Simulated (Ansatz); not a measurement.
# A computed series for SiGe: response to strain

The parent structure is SiGe in the wurtzite structure (space group P6_3mc, No. 186; a = 3.904 Å, c = 6.455 Å; a model cell, its experimental status unchecked).

Strains are applied to the cell and any free atomic positions relax.

Method: DFT with r2SCAN, PAW potentials and a 500 eV plane-wave cutoff in Ansatz (a first-principles code), scalar-relativistic without spin-orbit coupling.

Notes on the quantities. energy relative to the base: free energy F.

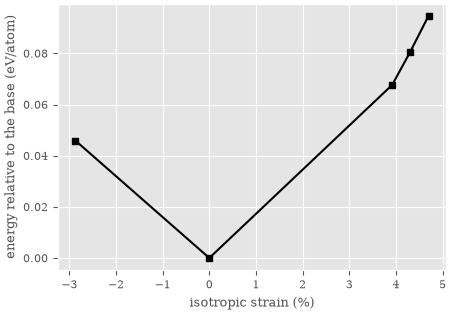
Figure: Energy relative to the base against isotropic strain

```
isotropic strain (%)  energy relative to the base
--------------------  ---------------------------
-2.87                                +46 meV/atom
3.92                                 +68 meV/atom
4.3                                  +80 meV/atom
4.7                                  +95 meV/atom
```

Whether these cells are dynamically stable was not tested.
